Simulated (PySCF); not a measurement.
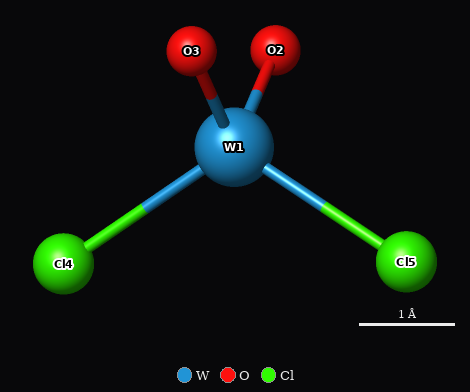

Fig. 1: The structure (ball-and-stick view, seen at a tilt; atoms are numbered from 1 in the order of the input). Sticks mark near contacts.

**Frequency calculation, with input and output: WO2Cl2**

The run: frequency calculation of WO2Cl2. Method and program: RKS-based PBE0, W def2-SVP with ECP60, O def2-SVP, Cl def2-SVP; non-relativistic Hamiltonian with a scalar-relativistic core potential; density fitting (PySCF 2.14.0).

## What the program printed
```
init E= -1137.27306209295
  HOMO = -0.360999866486311  LUMO = -0.118505021247329  gap/eV = 6.59862
cycle= 1 E= -1137.27306209293  delta_E= 1.91e-11  |g|= 1.03e-05  |ddm|= 9.53e-06
  HOMO = -0.361001147774992  LUMO = -0.11850332602748  gap/eV = 6.59870
cycle= 2 E= -1137.27306209273  delta_E= 1.97e-10  |g|= 3.36e-05  |ddm|= 2.95e-05
  HOMO = -0.360999950485731  LUMO = -0.118504449053643  gap/eV = 6.59864
cycle= 3 E= -1137.27306209295  delta_E= -2.19e-10  |g|= 9.38e-07  |ddm|= 2.22e-05
  HOMO = -0.361000073883117  LUMO = -0.118504539600829  gap/eV = 6.59864
cycle= 4 E= -1137.27306209295  delta_E= -9.09e-13  |g|= 8.13e-08  |ddm|= 1.1e-06
  HOMO = -0.361000067249535  LUMO = -0.118504547001895  gap/eV = 6.59864
Extra cycle  E= -1137.27306209295  delta_E= -6.82e-13  |g|= 1.31e-07  |ddm|= 2.11e-07
converged SCF energy = -1137.27306209295
```

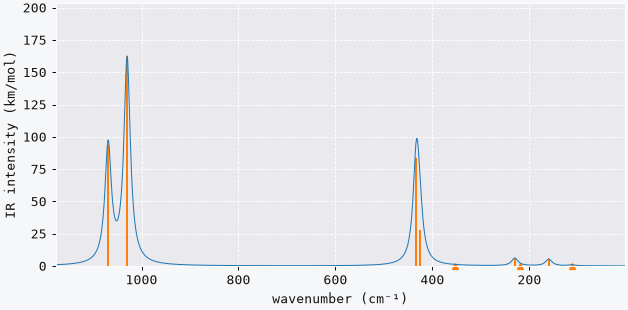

Fig. 2: Harmonic infrared spectrum, unscaled: sticks (degenerate modes added up, dark ones marked on the axis) with a Lorentzian envelope of 16 cm⁻¹ full width, scaled to the tallest stick. 9 modes from 112 to 1069 cm⁻¹, none imaginary. The strongest line is at 1030 cm⁻¹ (163 km/mol). All modes, in cm⁻¹ (km/mol): 112 (0.8), 160 (5.3), 218 (0.0), 230 (6.0), 353 (0.1), 427 (28), 433 (84), 1030 (163), 1069 (93).

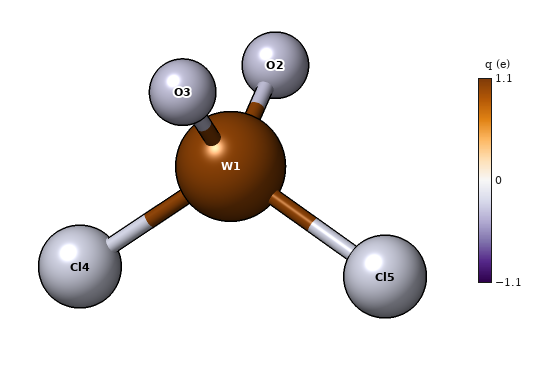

Fig. 3: Mulliken charges, as the colour of each atom (ball-and-stick view, seen at a tilt; atoms are numbered from 1 in the order of the input). By element: W +1.03, O −0.30 and Cl −0.22 e.

The run was set up as follows.

## The input
```python
from pyscf import gto, scf, dft
mol = gto.M(atom='''
W      0.000000     0.000000    -0.184483
O      0.000000     1.351037    -1.202040
O      0.000000    -1.351037    -1.202040
Cl     1.913945     0.000000     1.035047
Cl    -1.913945     0.000000     1.035047''',
    basis={'W': 'def2-SVP', 'O': 'def2-SVP', 'Cl': 'def2-SVP'},
    ecp={'W': 'def2-SVP'},
    charge=0, spin=0)
mf = dft.RKS(mol, xc='PBE0')
mf.grids.atom_grid = (75, 302)
aux = {'W': 'def2-universal-JKFIT', 'O': 'def2-universal-JKFIT', 'Cl': 'def2-universal-JKFIT'}
mf = mf.density_fit(auxbasis=aux)
mf.conv_tol = 1e-09
mf.diis_space = 10
mf.max_cycle = 60
mf.verbose = 4
mf.kernel()
```

The script is an equivalent of the set-up of the self-consistent field. The run itself was carried out by a driver, which started from the orbitals of the step before it where there was one and computed the further properties.

Launched with:
```bash
OMP_NUM_THREADS=2 python axn.py task.json out
```

## Key numbers

```json
{"quantity": "outcome", "value": "converged"}
{"quantity": "total energy", "value": "−1137.273062 hartree"}
{"quantity": "HOMO", "value": "−9.82 eV"}
{"quantity": "LUMO", "value": "−3.22 eV"}
{"quantity": "zero-point energy", "value": "0.009183 hartree"}
{"quantity": "dipole moment", "value": "1.80 D"}
{"quantity": "wavenumbers, lowest and highest", "value": "112 and 1069 cm⁻¹"}
{"quantity": "hardware", "value": "2 threads of Arm Neoverse N1, 98 GiB of memory available, shared host"}
{"quantity": "wall time", "value": "84 s (CPU time 2.5 min)"}
{"quantity": "peak memory", "value": "1.3 GiB"}
```
